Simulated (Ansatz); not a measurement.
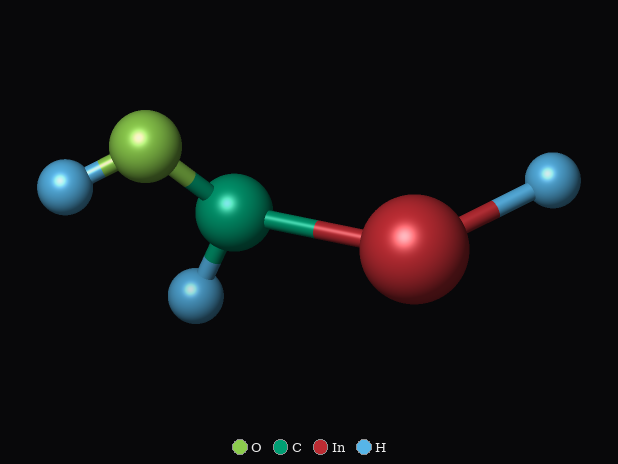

Every bond is drawn as one stick, whatever its order.

**What is the molecular formula?**

CH3InO, 6 atoms: 1 carbon, 3 hydrogen, 1 indium and 1 oxygen.

**How many sets of symmetry-equivalent atoms are there?**

6: 1 O, 1 C, 1 In, 1 H, 1 H, 1 H.

**What is the point group of this geometry?**

C1.

**Count the bonded pairs by element.**

1 C–O, 1 In–H, 1 C–In, 1 O–H, 1 C–H. Sticks follow a distance rule.

More results for the same structure follow; atom numbers are the same in all pictures, views and colours differ. The computed structure is the end point of a PBE0-D4/def2-TZVP optimisation. No frequency run is at hand to confirm it as a minimum.

## Shape

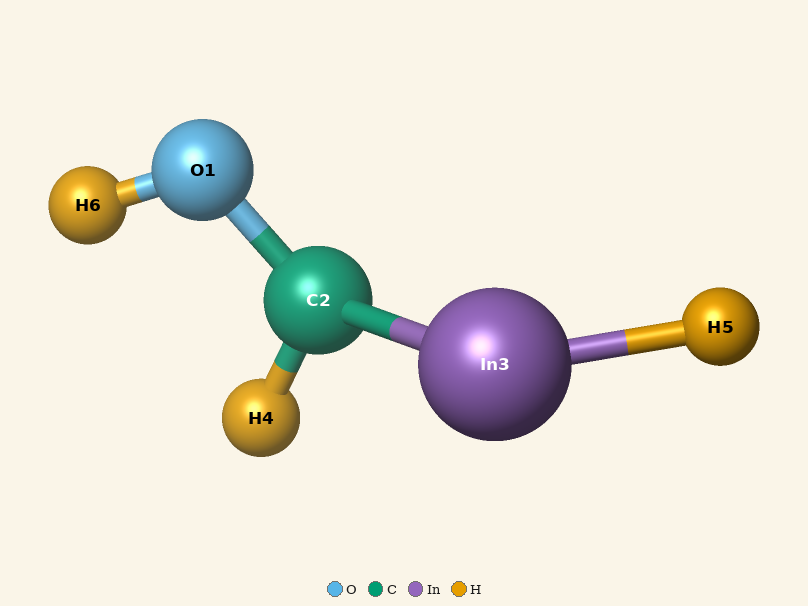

No frequency run is at hand to confirm it as a minimum.

**How are the neighbours of atom 3 arranged?**

In3 has 2 neighbours (C2 at 2.15, H5 at 1.76 Å); the arrangement is bent.

**How are the neighbours of atom 1 arranged?**

O1 has 2 neighbours (C2 at 1.34, H6 at 0.96 Å); the arrangement is bent.

## Electronic properties

No frequency run is at hand to confirm it as a minimum. Properties computed with RKS PBE0-D4/def2-TZVPP, core potentials on In (Ansatz 0.2.0).

Predict the main results.

- HOMO energy (Kohn–Sham orbital): −5.10 eV
- LUMO energy (Kohn–Sham orbital): −1.81 eV
- HOMO–LUMO gap: 3.29 eV

## Charges

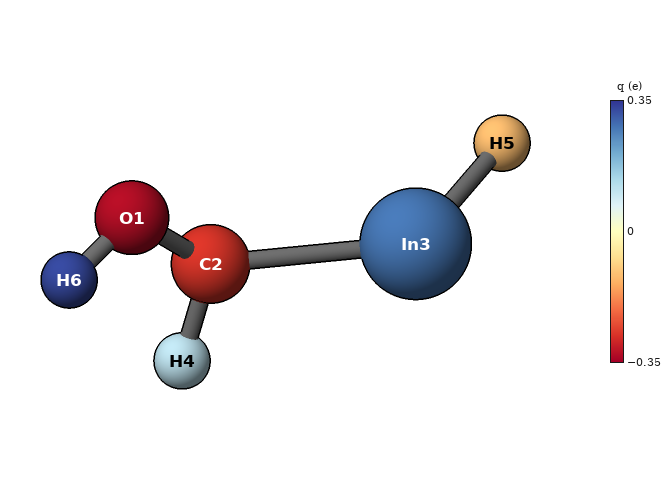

Atoms are coloured by their Mulliken charges. No frequency run is at hand to confirm it as a minimum. Properties computed with RKS PBE0-D4/def2-TZVP, core potentials on In (Ansatz 0.2.0).

**Which atom carries the highest charge (most positive or least negative)?**

H6 (0.33 e).

**And the lowest?**

O1 (−0.33 e).

List the Mulliken charges.

| atom | value (e) |
| --- | --- |
| O1 | −0.33 |
| C2 | −0.27 |
| In3 | 0.28 |
| H4 | 0.11 |
| H5 | −0.12 |
| H6 | 0.33 |

## Dipole moment

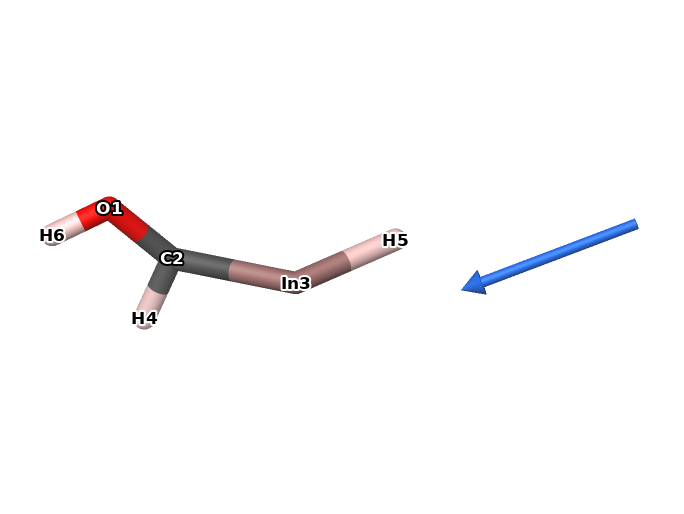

The arrow beside the molecule shows the direction of the dipole moment, from the negative to the positive end (its length means nothing). No frequency run is at hand to confirm it as a minimum. Level of theory: RKS PBE0-D4/def2-TZVP, core potentials on In (Ansatz 0.2.0).

**Estimate the dipole moment.**

2.56 D; it points from the side of H5 to the side of H6 (the outermost atoms at the two ends).

Mulliken values depend strongly on the basis set and can even reverse the polarity of a bond.
